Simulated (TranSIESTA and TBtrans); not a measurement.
Device: Ag chain with one C atom inserted. Leads: straight Ag chain, spacing 2.809 Å. Geometry: 3 atoms about the centre moved by SIESTA (PBE, DZP) to a largest force of 0.02 eV/Å, all others as built, motion along the axis alone.

TranSIESTA and TBtrans, PBE, DZP numerical orbitals (energy shift 0.15 eV), PseudoDojo norm-conserving scalar-relativistic potentials, mesh cutoff 200 Ry, 300 K, no spin polarisation, no spin-orbit coupling; self-consistent non-equilibrium Green functions.

Energies count from the leads' Fermi level. Transmissions are for one spin of a degenerate pair. The energy step is 0.01 eV; narrower resonances are cut or missed.

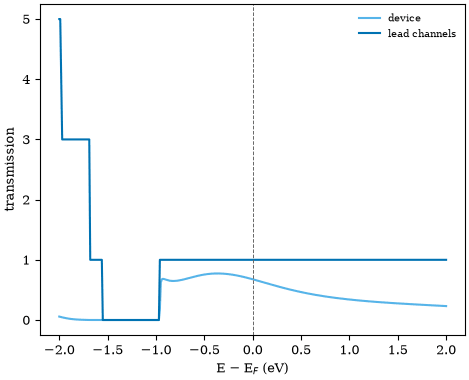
Figure: Transmission against energy

```csv
E (eV),T,lead channels
-2.00,0.057,band edge
-1.80,0.0062,3
-1.60,2.3e-5,1
-1.40,0,0
-1.20,0,0
-1.00,0,0
-0.80,0.65,1
-0.60,0.72,1
-0.40,0.77,1
-0.20,0.75,1
0.00,0.68,1
0.20,0.59,1
0.40,0.50,1
0.60,0.43,1
0.80,0.38,1
1.00,0.34,1
1.20,0.31,1
1.40,0.29,1
1.60,0.27,1
1.80,0.25,1
2.00,0.23,1
```

The straight chain is held at its spacing; free chains may zigzag or dimerise. No spin-polarised start was tried, so a magnetic state, if there is one, is missed.
